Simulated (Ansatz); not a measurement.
# BClHSi (doublet): what the fields show

The calculation's input:

```
crystal:
  periodic: [false, false, false]
  atoms:
    - {symbol: B, position_ang: [0.489873, -0.010552, -0.197470]}
    - {symbol: Cl, position_ang: [-0.310818, -0.637212, -1.773766]}
    - {symbol: Si, position_ang: [-0.731650, 1.416039, -0.545371]}
    - {symbol: H, position_ang: [1.325386, -0.689087, 0.297147]}
basis:
  gaussian:
    orbitals: def2-TZVPD
total_charge: 0
magnetization:
  spin_polarized: true
  initial_magnetization: 1
hamiltonian:
  xc: pbe0
output: {forces: true, orbitals: {seedname: orbitals}}
```

Launched as:

```sh
ansatz run input.yaml --threads 2 --pin off --max-ram 4350MiB --events-out events.jsonl --progress --plain --runs-dir runs
```

Geometry: r2SCAN-D4/def2-TZVP.

These are results of isolated molecule in a Gaussian basis; Kohn-Sham density functional theory, functional PBE0 in Ansatz, not measurements.

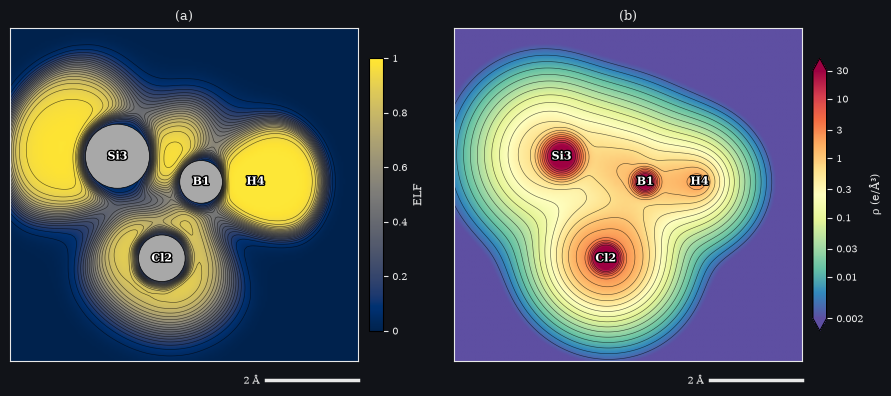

Figure 1. (a) electron localisation function; (b) electron density on the molecular plane. Grey discs cover the atomic cores in the ELF map.

### Read the bonding off the picture.

- Atoms in the plane: B, Cl, Si and H.
- B–Cl (1.88 Å): ρ at the midpoint is about 1 e/Å³; the ELF peaks at about 0.85 between the atoms: a polar covalent bond.
- Si–B (1.91 Å): ρ is about 0.85 e/Å³ halfway; the ELF peaks at about 0.95 between the atoms: a covalent bond.
- B–H (1.18 Å): the density is about 1.3 e/Å³ at the midpoint; the ELF climbs to about 1 towards the hydrogen, as it does in any bond to H: a covalent bond by its length.
- The ELF also peaks beside Cl2 and Si3, away from the bonds: non-bonding electrons, paired or unpaired.

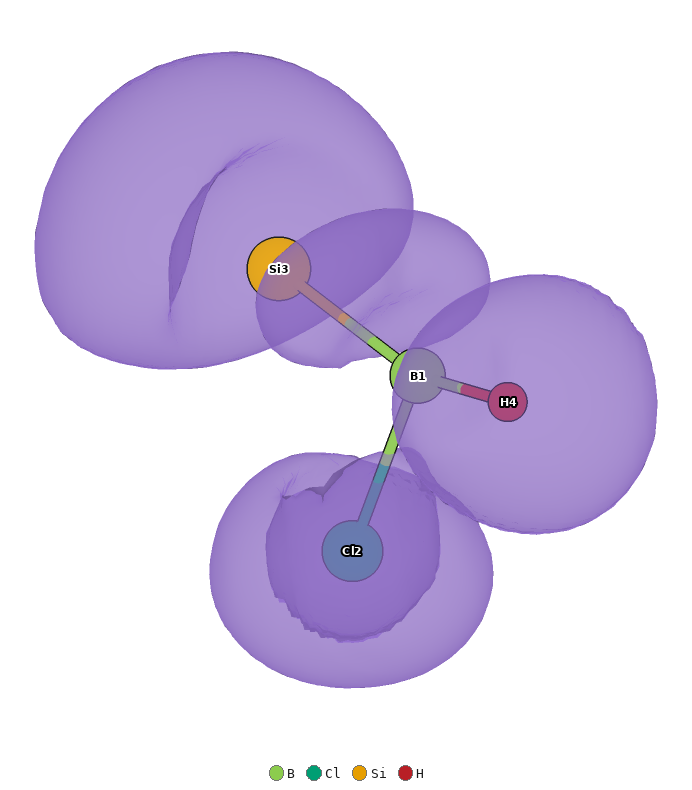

Figure 2. Isosurface of the ELF at 0.8 (purple), seen at an oblique angle. Core shells and regions of very low density are left out.

### Where are the electrons localised?

At this value the surface marks out one region between bonded B–Si atoms (shared pairs), one region around a hydrogen nucleus, one region on Cl in which the atom's valence shell and bonds are merged and one lobe on Si, pointing away from the bonds (non-bonding electrons).

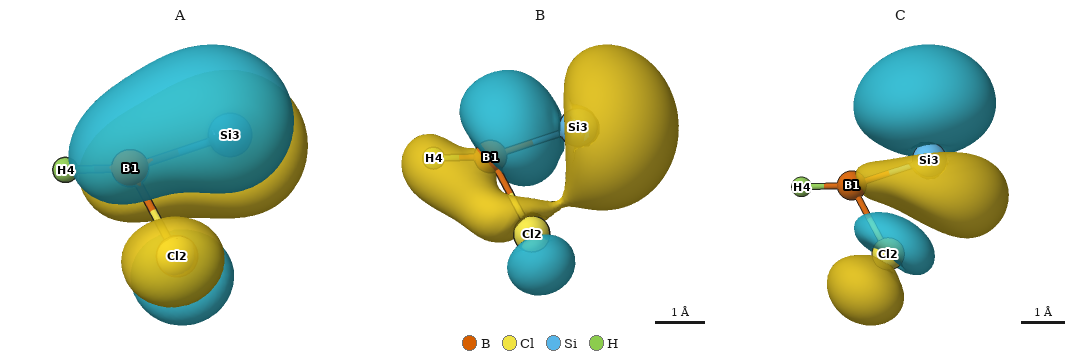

Figure 3. Three frontier orbitals at ±0.08 Å⁻³ᐟ² (yellow and cyan are the two phases), in no order.

### Order the three orbitals by energy and name them. All are α orbitals.

B is the HOMO−1 (α) (−7.27 eV). It lies mainly on Si3 (about 65 %), B1 (about 25 %) and Cl2 (about 10 %); it is symmetric in the molecular plane (an in-plane orbital: σ, lone-pair or in-plane π type). A is the HOMO (α) (−5.98 eV). It lies mainly on Si3 (about 55 %), B1 (about 25 %) and Cl2 (about 15 %); it changes sign across the molecular plane (π type); π-bonding across B1–Si3; π-antibonding (a node) across B1–Cl2. C is the LUMO (α) (−1.86 eV). It lies mainly on Si3 (about 75 %), Cl2 (about 20 %) and B1 (about 5 %); it is symmetric in the molecular plane (an in-plane orbital: σ, lone-pair or in-plane π type).

### What is the gap between the highest occupied and lowest empty α orbitals?

4.12 eV between the orbital energies.

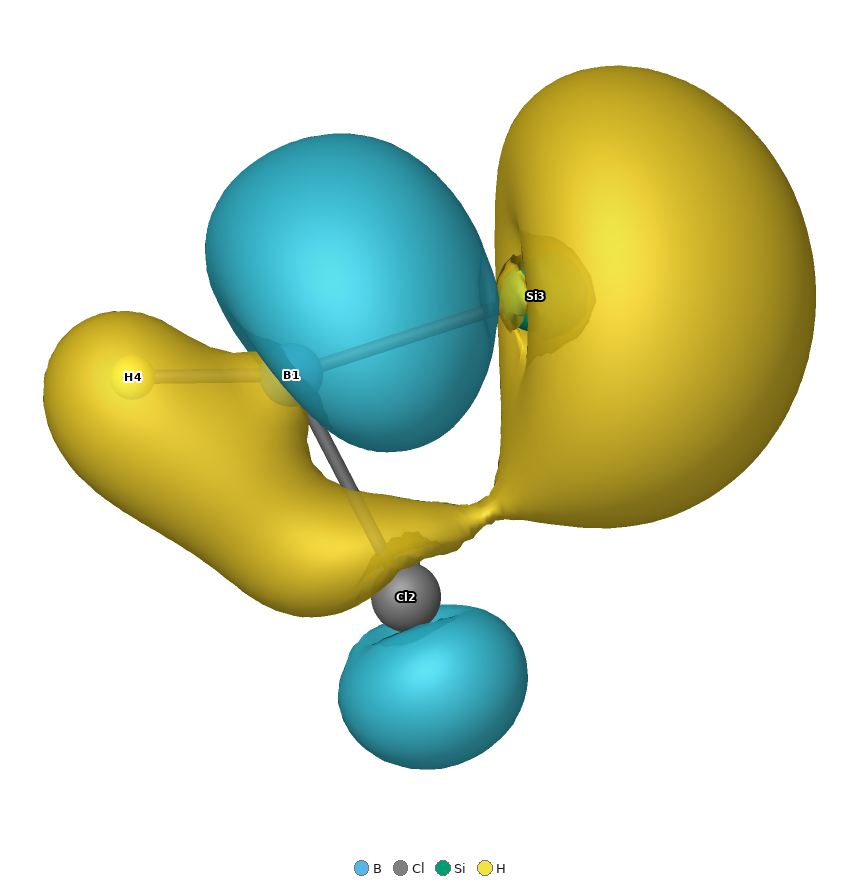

Figure 4. The HOMO−1 (α) at ±0.08 Å⁻³ᐟ² (yellow and cyan are the two phases), seen across its widest extent.

### Describe this orbital and give its energy.

Its weight (Hirshfeld) is mainly on Si3 (about 65 %), B1 (about 25 %) and Cl2 (about 10 %); it is symmetric in the molecular plane (an in-plane orbital: σ, lone-pair or in-plane π type). Its energy is −7.27 eV.
